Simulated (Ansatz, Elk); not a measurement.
## Bonding as seen by X-rays: Zr2BAs

The structure of Zr2BAs used here is made up (a known structure type with other elements) and was relaxed beforehand with PBEsol. The aim is the Fourier transform of its all-electron density, F(hkl), set beside the sum over free spherical atoms that refinements use.

Method: DFT, PBE, all-electron APW+lo, Dirac cores, scalar-relativistic bands, static density, no spin, in Elk 11.2.3 (patched build).

The structure was built from a prototype and need not be the compound's stable phase.

## 1. Set-up

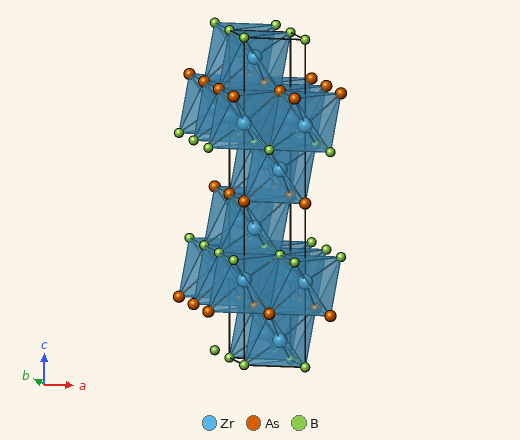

Start, viewed slightly off an axis; zirconium blue, arsenic orange, boron green. 1×2×1 cells are drawn. This picture shows the conventional cell, with its axes. Bonds to atoms that aren't drawn are left out. Some periodic images of atoms are drawn too.

## 2. Ground state and structure factors

An all-electron density is needed, since X-rays see the cores too. Task 0 finds the density and task 195 Fourier-transforms it; tshift is off so that phases refer to the origin typed.

The input, elk.in:

```
tasks
  0
  195

xctype
  20

spinpol
  .false.

rgkmax
  7.0

gmaxvr
  14.0

lmaxo
  7

lmaxapw
  8

swidth
  0.002

tshift
  .false.

ramdisk
  .false.

hmaxvr
  5.5

maxscl
  120

epspot
  1e-06

sppath
  './'

avec
  3.36212051315 1.94112118297 11.60883664967
  -3.36212051315 1.94112118297 11.60883664967
  0.00000000000 -3.88224236697 11.60883664950

atoms
  3
  'Zr.in'
  2
  0.2609193262 0.2609193262 0.2609193262   0.000000 0.000000 0.000000
  0.7390806738 0.7390806738 0.7390806738   0.000000 0.000000 0.000000
  'As.in'
  1
  0.5000000000 0.5000000000 0.5000000000   0.000000 0.000000 0.000000
  'B.in'
  1
  -0.0000000000 -0.0000000000 -0.0000000000   0.000000 0.000000 0.000000

ngridk
  7 7 7
```

Run with:

```
$ OMP_NUM_THREADS=4 elk
```

Numbers of over 12 decimals in the logs are rounded to 6 here.

The log of the run:

```text
┌─────────────────────────┐
│ Elk code version 11.2.3 │
└─────────────────────────┘

All units are atomic (Hartree, Bohr, etc.)

┌─────────────────────────────────────────────────┐
│ Ground-state run starting from atomic densities │
└─────────────────────────────────────────────────┘

Lattice vectors :
   3.362120513       1.941121183       11.60883665
  -3.362120513       1.941121183       11.60883665
   0.000000000      -3.882242367       11.60883665

Reciprocal lattice vectors :
  0.9344081038      0.5394807703      0.1804138662
 -0.9344081038      0.5394807703      0.1804138662
 -0.8246019112E-17  -1.078961541      0.1804138662

Unit cell volume      :    454.5753440
Brillouin zone volume :   0.5456745878

Muffin-tin inner radius fraction :   0.1000000000E-01

Nuclei treated as point charges

Species : 1 (Zr)
 parameters loaded from : Zr.in
 name : zirconium
 nuclear charge    :   -40.00000000
 electronic charge :    40.00000000
 atomic mass :    166291.1793
 muffin-tin radius :    2.600000000
 number of radial points in muffin-tin :   1193
 inner part over the whole radius :   0.9967875514E-02
 number on inner part of muffin-tin    :    848
 approximate nuclear radius :   0.8202877663E-04
 number of mesh points to nuclear radius :    417
 atomic positions (lattice), magnetic fields (Cartesian) :
  1 :   0.26091933  0.26091933  0.26091933    0.00000000  0.00000000  0.00000000
  2 :  -0.26091933 -0.26091933 -0.26091933    0.00000000  0.00000000  0.00000000

Species : 2 (As)
 parameters loaded from : As.in
 name : arsenic
 nuclear charge    :   -33.00000000
 electronic charge :    33.00000000
 atomic mass :    136573.7220
 muffin-tin radius :    2.400000000
 number of radial points in muffin-tin :    993
 inner part over the whole radius :   0.9862024899E-02
 number on inner part of muffin-tin    :    702
 approximate nuclear radius :   0.7712558785E-04
 number of mesh points to nuclear radius :    341
 atomic positions (lattice), magnetic fields (Cartesian) :
  1 :   0.50000000  0.50000000  0.50000000    0.00000000  0.00000000  0.00000000

Species : 3 (B)
 parameters loaded from : B.in
 name : boron
 nuclear charge    :   -5.000000000
 electronic charge :    5.000000000
 atomic mass :    19707.24742
 muffin-tin radius :    1.800000000
 number of radial points in muffin-tin :    593
 inner part over the whole radius :   0.9957276294E-02
 number on inner part of muffin-tin    :    405
 approximate nuclear radius :   0.4534157419E-04
 number of mesh points to nuclear radius :    161
 atomic positions (lattice), magnetic fields (Cartesian) :
  1 :   0.00000000  0.00000000  0.00000000    0.00000000  0.00000000  0.00000000

Total number of atoms per unit cell :    4
Total muffin-tin volume :    229.5792135
 ratio of muffin-tin to unit cell volume :   0.5050410600

Spin treatment :
 spin-unpolarised

Number of Bravais lattice symmetries :   12
Number of crystal symmetries         :   12
Crystal has inversion symmetry
Real symmetric eigensolver will be used

k-point grid :      7     7     7
k-point offset :    0.000000000       0.000000000       0.000000000
k-point set is reduced with full crystal symmetry group
Total number of k-points :       44

Muffin-tin radius times maximum |G+k| :    7.000000000
 using average radius
Maximum |G+k| for APW functions       :    2.978723404
Maximum (1/2)|G+k|²                   :    4.436396560
Maximum |G| for potential and density :    14.00000000
Constant for pseudocharge density :    9
 order of it for each species :   16  16  16
 order of it for pair densities of each species (exact exchange by exxq0 0: 17) :   12  10   4
Radial integration step length :    1

G-vector grid sizes :     56    56    56
Number of G-vectors :    21045

Maximum angular momentum used for
 APW functions            :    8
 outer part of muffin-tin :    7
 inner part of muffin-tin :    2

Total nuclear charge    :   -118.0000000
Total core charge       :    76.00000000
Total valence charge    :    42.00000000
[...]
correlation                 :     -5.902530
 electron entropic           :    -0.45264262910408E-03
 total energy                :     -9485.5982825055

Density of states at Fermi energy :    36.53016428
 (states/Hartree/unit cell)

Estimated indirect band gap :   0.1567254419E-02
 from k-point 34 to k-point 20
Estimated direct band gap   :   0.1916204823E-01
 at k-point 2

Charges :
 core                        :    76.00000000
 valence                     :    42.00000000
 interstitial                :    6.347004239
 muffin-tins (core leakage)
  species : 1 (Zr)
   atom 1                    :    37.68766872     (  0.2693157505E-05)
   atom 2                    :    37.68766872     (  0.2693157505E-05)
  species : 2 (As)
[...]
species : 3 (B)
[...]
total in muffin-tins        :    111.6529958
 total calculated charge     :    117.9977753
 total charge                :    118.0000000
 error                       :   0.2224658143E-02

RMS change in Kohn-Sham potential (target) :    1.961900037     (  0.1000000000E-05)
Absolute change in total energy (target)   :   0.1354969945     (  0.1000000000E-03)

[... loops 3 to 16 left out ...]

┌──────────────────┐
│ Loop number : 17 │
└──────────────────┘

Energies :
 Fermi                       :     0.332296
 sum of occupied eigenvalues :     -5573.1304455727
 electron kinetic            :      9774.9373205075
 core electron kinetic       :      9452.5767994351
 Coulomb                     :     -18942.697347701
 Coulomb potential           :     -14935.579961399
 nuclear-nuclear             :     -1169.0085270688
 electron-nuclear            :     -20639.012143835
 Hartree                     :      2865.3233232033
 Madelung                    :     -11474.907367001
 xc potential                :     -412.48780468103
 exchange                    :     -310.82132124141
 correlation                 :     -5.918605
 electron entropic           :    -0.47935560365537E-03
 total energy                :     -9484.5004330241

Density of states at Fermi energy :    35.27497683
 (states/Hartree/unit cell)

Estimated indirect band gap :   0.3631057418E-02
 from k-point 34 to k-point 38
Estimated direct band gap   :   0.1037954458E-01
 at k-point 18

Charges :
 core                        :    76.00000000
 valence                     :    42.00000000
 interstitial                :    6.256783200
 muffin-tins (core leakage)
  species : 1 (Zr)
[...]
species : 2 (As)
[...]
species : 3 (B)
[...]
total in muffin-tins        :    111.7432168
 total calculated charge     :    117.9980526
 total charge                :    118.0000000
 error                       :   0.1947417854E-02

RMS change in Kohn-Sham potential (target) :   0.4406595007E-06 (  0.1000000000E-05)
Absolute change in total energy (target)   :   0.2431892426E-05 (  0.1000000000E-03)

Convergence targets achieved

┌──────────────────┐
│ Loop number : 18 │
└──────────────────┘

Energies :
 Fermi                       :     0.332296
 sum of occupied eigenvalues :     -5573.1304457355
 electron kinetic            :      9774.9373173672
 core electron kinetic       :      9452.5767955469
 Coulomb                     :     -18942.697345255
 Coulomb potential           :     -14935.579958878
 nuclear-nuclear             :     -1169.0085270688
 electron-nuclear            :     -20639.012141551
 Hartree                     :      2865.3233233646
 Madelung                    :     -11474.907365816
 xc potential                :     -412.48780422431
 exchange                    :     -310.82132120691
 correlation                 :     -5.918605
 electron entropic           :    -0.47935555183856E-03
 total energy                :     -9484.5004336824

Density of states at Fermi energy :    35.27497179
 (states/Hartree/unit cell)

Estimated indirect band gap :   0.3631058512E-02
 from k-point 34 to k-point 38
Estimated direct band gap   :   0.1037954321E-01
 at k-point 18

Charges :
 core                        :    76.00000000
 valence                     :    42.00000000
 interstitial                :    6.256783098
 muffin-tins (core leakage)
  species : 1 (Zr)
[...]
atom 2                    :    38.02056995     (  0.2561611918E-05)
  species : 2 (As)
   atom 1                    :    31.78426764     (  0.1467024137E-03)
  species : 3 (B)
   atom 1                    :    3.917809371     (  0.6856406343E-04)
 total in muffin-tins        :    111.7432169
 total calculated charge     :    117.9980526
 total charge                :    118.0000000
 error                       :   0.1947417876E-02

┌──────────────────────────────┐
│ Self-consistent loop stopped │
└──────────────────────────────┘

Warning : core states of species 2 leak from the muffin-tin :   0.1467024137E-03

Wrote STATE.OUT
```

The job ended after 32 s (4 threads of Arm Neoverse V1, shared host; peak memory 0.17 GiB; 90 s of CPU time).

SFACRHO.OUT:

```text

h k l indices transformed by vhmat matrix:
   1.000000000       0.000000000       0.000000000    
   0.000000000       1.000000000       0.000000000    
   0.000000000       0.000000000       1.000000000    

      h      k      l  multipl.   |H|            Re(F)            Im(F)           |F|

      0      0      0      1   0.0000000       118.00000      0.60523570E-17   118.00000    
      1      1      1      2  0.54124160      -11.398279      0.88347314E-14   11.398279    
     -2     -2     -2      2   1.0824832      -29.353046      0.17432219E-13   29.353046    
      0      0     -1      6   1.0939411      -28.949486      0.84956177E-14   28.949486    
     -1      0     -1      6   1.1376971      -33.888007     -0.16839530E-13   33.888007    
     -1     -2     -1      6   1.2980542       90.075236     -0.33312091E-13   90.075236    
      2      1      2      6   1.4063737      -43.710438      0.14272572E-13   43.710438    
     -3     -3     -3      2   1.6237248      -56.013273      0.59728728E-13   56.013273    
      3      2      2      6   1.6610439       4.8576954     -0.65110146E-13   4.8576954    
     -3     -3     -2      6   1.8020279       73.871333     -0.60749329E-13   73.871333    
      0      1     -1      6   1.8688162       80.995782     -0.51976925E-15   80.995782    
      0     -1     -2     12   1.9456147      -9.6755870     -0.80593604E-14   9.6755870    
      4      3      3      6   2.1021594      -17.179547      0.51814871E-13   17.179547    
      2      1      3     12   2.1596861      -24.379511     -0.15752895E-13   24.379511    
      4      4      4      2   2.1649664       59.149717     -0.31744604E-13   59.149717    
     -1      1     -1      6   2.1654517      -23.521766      0.68869042E-14   23.521766    
      0      0     -2      6   2.1878822      -28.076083     -0.14814867E-13   28.076083    
      4      4      3      6   2.2588950       15.507119     -0.47432440E-13   15.507119
```

Elk indexes on the primitive cell of elk.in and gives |H| = 4π sin θ/λ in inverse bohr. Below, one row stands for each form hkl of the conventional cell (m members, Friedel mates merged), F is for one primitive cell and the density is static (no thermal factor). Free-atom factors are Waasmaier and Kirfel's, and R is Σm||F|−|F'||/Σm|F|.

| hkl | m | sin θ/λ (Å⁻¹) | abs F, DFT | neutral atoms | diff. |
| --- | --- | --- | --- | --- | --- |
| 003 | 2 | 0.081 | 11.398 | 11.630 | -0.231 |
| 006 | 2 | 0.163 | 29.353 | 29.792 | -0.439 |
| 101 | 6 | 0.165 | 28.950 | 29.084 | -0.135 |
| 012 | 6 | 0.171 | 33.888 | 34.371 | -0.483 |
| 104 | 6 | 0.195 | 90.075 | 89.973 | +0.102 |
| 015 | 6 | 0.211 | 43.710 | 43.954 | -0.244 |
| 009 | 2 | 0.244 | 56.013 | 56.355 | -0.341 |
| 107 | 6 | 0.250 | 4.858 | 4.827 | +0.031 |
| 018 | 6 | 0.271 | 73.871 | 74.068 | -0.197 |
| 110 | 6 | 0.281 | 80.996 | 81.161 | -0.165 |
| 113 | 12 | 0.293 | 9.676 | 9.762 | -0.086 |
| 1 0 10 | 6 | 0.316 | 17.180 | 16.833 | +0.346 |
| 116 | 12 | 0.325 | 24.380 | 24.093 | +0.287 |
| 0 0 12 | 2 | 0.326 | 59.150 | 59.326 | -0.176 |
| 021 | 6 | 0.326 | 23.522 | 23.639 | -0.117 |
| 202 | 6 | 0.329 | 28.076 | 27.803 | +0.273 |
| 0 1 11 | 6 | 0.340 | 15.507 | 15.403 | +0.104 |
| 024 | 6 | 0.342 | 72.217 | 72.360 | -0.143 |
| 205 | 6 | 0.352 | 36.296 | 36.278 | +0.018 |
| 119 | 12 | 0.372 | 47.126 | 47.120 | +0.006 |
| 027 | 6 | 0.376 | 3.891 | 3.813 | +0.077 |
| 1 0 13 | 6 | 0.388 | 55.625 | 55.636 | -0.011 |

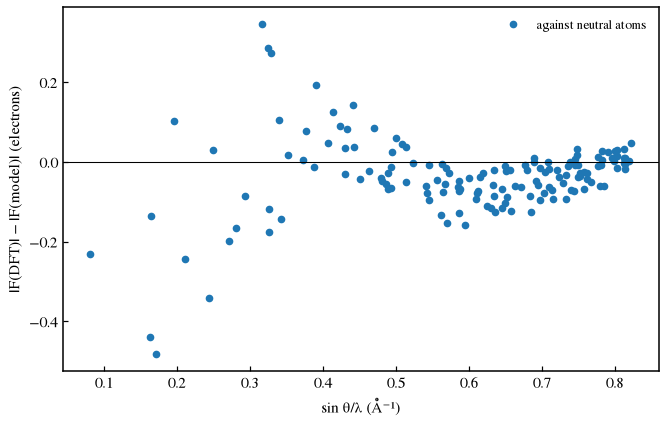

Difference between the calculated structure factors and the independent-atom ones.

## 3. The highest occupied states alone

An energy window below the Fermi level keeps the highest occupied states, to see at which angles they scatter; shallow core shells can lie inside it and anion s states outside. No new self-consistency is needed.

Changes to elk.in since step 2:

```diff
@@ -1,3 +1,2 @@
 tasks
-  0
   195
@@ -40,2 +39,5 @@
 
+wsfac
+  -0.035200 0.632300
+
 sppath
```

Run with:

```
$ OMP_NUM_THREADS=4 elk
```

The log of the run:

```text
┌─────────────────────────────────┐
│ Elk code version 11.2.3 started │
└─────────────────────────────────┘

Info(readinput): the functional depends on the density's gradient
 muffin-tin radial points multiplied by    2.00000
 (not where nrmtscf is given)

┌────────────────────┐
│ Current task : 195 │
└────────────────────┘

Info(sfacrho): density structure factors written to SFACRHO.OUT

 Energy window :  -0.3520000000E-01  0.6323000000

┌──────────────────┐
│ Elk code stopped │
└──────────────────┘
```

The job ended after 8.4 s (4 threads; peak memory 0.16 GiB; 11 s of CPU time).

States within 10 eV below the Fermi level hold 14.00 electrons; any levels below the window count with the cores. Their amplitudes can exceed the total, where window and core parts have opposite phase:

| hkl | sin θ/λ (Å⁻¹) | abs F, window | abs F, all |
| --- | --- | --- | --- |
| 003 | 0.081 | 1.364 | 11.398 |
| 006 | 0.163 | 1.218 | 29.353 |
| 101 | 0.165 | 0.438 | 28.950 |
| 012 | 0.171 | 1.102 | 33.888 |
| 104 | 0.195 | 2.135 | 90.075 |
| 015 | 0.211 | 0.356 | 43.710 |
| 009 | 0.244 | 0.331 | 56.013 |
| 107 | 0.250 | 0.495 | 4.858 |
| 018 | 0.271 | 0.390 | 73.871 |
| 110 | 0.281 | 0.352 | 80.996 |

[end of part 1 of 2]

[Logs are printed without paths, hosts, clocks, repeated set-up lines and the standing remarks that a program may print on its own settings, such as how far it seeks lower states.]

[Hosts, paths, dates, database ids (printed as entryN), source tags and the programs' standing remarks are cut or masked in the printed files.]
